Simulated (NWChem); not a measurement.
# SeF (Selenium monofluoride) at 4 levels

Aim: a comparison of 4 runs (UHF/STO-3G, UB3LYP/6-31G*, UPBE0/def2-SVP) of SeF (Selenium monofluoride). 

Program for the calculation: NWChem 7.3.0.

2 further runs of the same task are left out: 2 set aside as unsound or not needed. Runs told in other sessions of the task aren't counted.

### Step 1. The structure to begin with

SeF: 2 atoms, total charge 0, spin state doublet. SMILES: `F[Se]`. The coordinates come from a PBE0-D4/def2-TZVP relaxation.

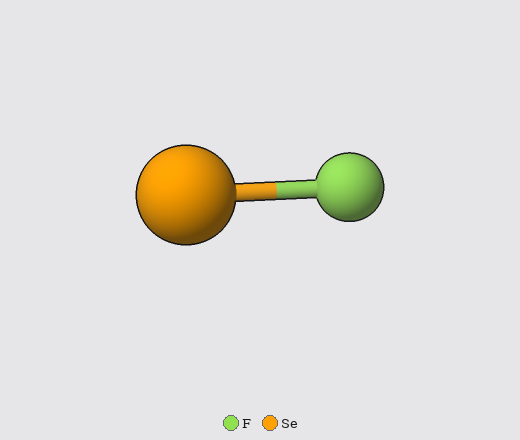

Viewed from a chosen angle; fluorine green, selenium orange.

### Step 2. Energy and gradient at UHF/STO-3G (run 1)

fse.nw reads:

```
start fse
title "FSe gradient"
memory 2200 mb

geometry noautosym nocenter noautoz
  F        0.000000       0.000000       0.035070
  Se       0.000000       0.000000       1.772540
end

basis spherical bse
  * library STO-3G
end

scf
  nopen 1
  uhf
  thresh 1e-08
  maxiter 80
  print medium
end

task scf gradient
```

Command:

```sh
$ nwchem fse.nw > fse.out
```

The log of the run:

```text
[...]
  functions       =    23
[...]
  wavefunction    = UHF
[...]
         Total SCF energy =  -2471.530992839704
      One electron energy =  -3649.312765031059
      Two electron energy =   1084.584054709092
 Nuclear repulsion energy =     93.197717482263
                       Sz =      0.5000
                 Sz(Sz+1) =      0.7500
                      S^2 =      0.7587
[...]
                         UHF ENERGY GRADIENTS
    atom               coordinates                        gradient
                 x          y          z           x          y          z
   1 F       0.000000   0.000000   0.066273    0.000000  -0.000000   0.018910
   2 Se      0.000000   0.000000   3.349615   -0.000000   0.000000  -0.018910
[...]
```

It took 2.4 s on 1 thread of Intel Xeon Platinum 8259CL at 2.50GHz (Skylake/Cascade Lake), shared host; peak memory 0.1 GiB.

### Step 3. Energy and gradient at UB3LYP/6-31G(d) (spherical functions) (run 2)

a.nw reads:

```
START a
memory stack 880 mb heap 220 mb global 1100 mb
charge 0

GEOMETRY units bohr noautosym nocenter noautoz
   F   0.00000000  0.00000000  0.06627270
   Se  0.00000000  0.00000000  3.34961514
END

BASIS spherical bse
   F library 6-31G*
   Se library 6-31G*
END

DFT
   xc b3lyp
   mult 2
   grid xfine
   convergence energy 1e-08
   maxiter 100
   mulliken
END

TASK dft gradient
```

Command:

```sh
$ nwchem a.nw > a.out
```

The log of the run:

```text
[...]
          Wavefunction type:  spin polarized.
          No. of atoms     :     2
          No. of electrons :    43
[...]
          Charge           :     0
          Spin multiplicity:     2
[...]
          AO basis - number of functions:    46
[...]
              XC Information
              --------------
                         B3LYP Method XC Potential
                     Hartree-Fock (Exact) Exchange  0.200
                        Slater Exchange Functional  0.800 local
                    Becke 1988 Exchange Functional  0.720 non-local
              Lee-Yang-Parr Correlation Functional  0.810
                  VWN I RPA Correlation Functional  0.190 local
[...]
 d= 0,ls=0.0,diis     1  -2501.0229635479 -2.59D+03  1.16D-02  8.65D-02     1.6
[...]
 d= 0,ls=0.0,diis    10  -2501.0647404210 -3.01D-09  6.84D-07  9.85D-10    10.7
[...]
         Total DFT energy =    -2501.064740420952
      One electron energy =    -3666.805284143714
           Coulomb energy =     1170.170877031345
    Exchange-Corr. energy =      -97.628044358181
 Nuclear repulsion energy =       93.197711049597
[...]
      Total Density - Mulliken Population Analysis
     ---------------------------------------------
    Atom       Charge   Shell Charges
 -----------   ------   -------------------------------------------------------
    1 F    9     9.33   2.00  0.94  3.27  1.04  2.07  0.01
    2 Se  34    33.67   2.00  2.00  6.00  2.00  5.98  1.66  2.78  0.30  0.87  6.93  2.93  0.22
[...]
      <S2> =      0.7518 (Exact =     0.7500)
[...]
  wavefunction    = open shell
                         DFT ENERGY GRADIENTS
    atom               coordinates                        gradient
                 x          y          z           x          y          z
   1 F       0.000000   0.000000   0.066273    0.000000  -0.000000   0.016215
   2 Se      0.000000   0.000000   3.349615   -0.000000   0.000000  -0.016215
[...]
```

Wall time 14 s (1 thread of Intel Xeon Platinum 8259CL at 2.50GHz (Skylake/Cascade Lake), shared host); peak memory 0.12 GiB.

Run 3 isn't shown in full; the table further down has it.

### Step 4. Energy and gradient at UB3LYP/6-31G(d) (Cartesian functions) (run 4)

m1.nw reads:

```
start m1
memory 2200 mb
geometry noautosym nocenter noautoz
   F        0.000000       0.000000       0.035070
   Se       0.000000       0.000000       1.772540
end
basis
   F library 6-31G*
   Se library 6-31G*
end
dft
   xc b3lyp
   mult 2
   grid xfine
   convergence energy 1e-08
   iterations 100
   mulliken
end
task dft gradient
```

Command:

```sh
$ nwchem m1.nw > m1.out
```

The log of the run:

```text
[...]
          Wavefunction type:  spin polarized.
          No. of atoms     :     2
          No. of electrons :    43
[...]
          Charge           :     0
          Spin multiplicity:     2
[...]
          AO basis - number of functions:    50
[...]
              XC Information
              --------------
                         B3LYP Method XC Potential
                     Hartree-Fock (Exact) Exchange  0.200
                        Slater Exchange Functional  0.800 local
                    Becke 1988 Exchange Functional  0.720 non-local
              Lee-Yang-Parr Correlation Functional  0.810
                  VWN I RPA Correlation Functional  0.190 local
[...]
 d= 0,ls=0.0,diis     1  -2501.0290134613 -2.59D+03  1.17D-02  3.50D-01     1.7
[...]
 d= 0,ls=0.0,diis    11  -2501.0737334670 -2.80D-09  1.99D-07  1.68D-10    12.3
[...]
         Total DFT energy =    -2501.073733467008
      One electron energy =    -3666.762244307131
           Coulomb energy =     1170.079693444756
    Exchange-Corr. energy =      -97.588900086896
 Nuclear repulsion energy =       93.197717482263
[...]
      Total Density - Mulliken Population Analysis
     ---------------------------------------------
    Atom       Charge   Shell Charges
 -----------   ------   -------------------------------------------------------
    1 F    9     9.32   1.99  0.96  3.27  0.96  2.07  0.07
    2 Se  34    33.68   2.00  1.99  6.00  1.93  5.98  1.66  2.78  0.34  0.88  7.00  2.96  0.16
[...]
      <S2> =      0.7518 (Exact =     0.7500)
[...]
  wavefunction    = open shell
                         DFT ENERGY GRADIENTS
    atom               coordinates                        gradient
                 x          y          z           x          y          z
   1 F       0.000000   0.000000   0.066273    0.000000  -0.000000   0.015659
   2 Se      0.000000   0.000000   3.349615   -0.000000   0.000000  -0.015659
[...]
```

Wall time 16 s (1 thread of Intel Xeon Platinum 8259CL at 2.50GHz (Skylake/Cascade Lake), shared host); peak memory 0.12 GiB.

### Step 5. Overview of the runs

```csv
run,level,iteration cap,module,energy (Eh),dipole moment (D),HOMO energy (eV),LUMO energy (eV),wall time
1,UHF/STO-3G,80,scf,-2471.530993,0.28,-6.77,3.51,2.4 s
2,UB3LYP/6-31G* (spherical functions),100,dft,-2501.064740,1.35,-6.49,-4.66,14 s
3,UPBE0/def2-SVP,100,dft,-2500.580492,1.56,-6.78,-4.32,11 s
4,UB3LYP/6-31G* (Cartesian functions),100,dft,-2501.073733,1.36,-6.48,-4.66,16 s
```

### Step 6. Results

```
                                 quantity           value
                      run 4: total energy  -2501.07373 Eh
                     run 4: dipole moment          1.36 D
run 4: HOMO energy (highest over α and β)        -6.48 eV
 run 4: LUMO energy (lowest over α and β)        -4.66 eV
                              run 4: ⟨S²⟩           0.752
          run 4: largest force on an atom      0.805 eV/Å
```

**Reading.** The dipole moment (its size) runs from 0.28 D (UHF/STO-3G) to 1.56 D (UPBE0/def2-SVP). The two ends differ in method and basis. Totals of different functionals can't be ranked against each other. In run 1 the basis is minimal, so the values are rough. All runs together took 43 s, the longest 16 s.
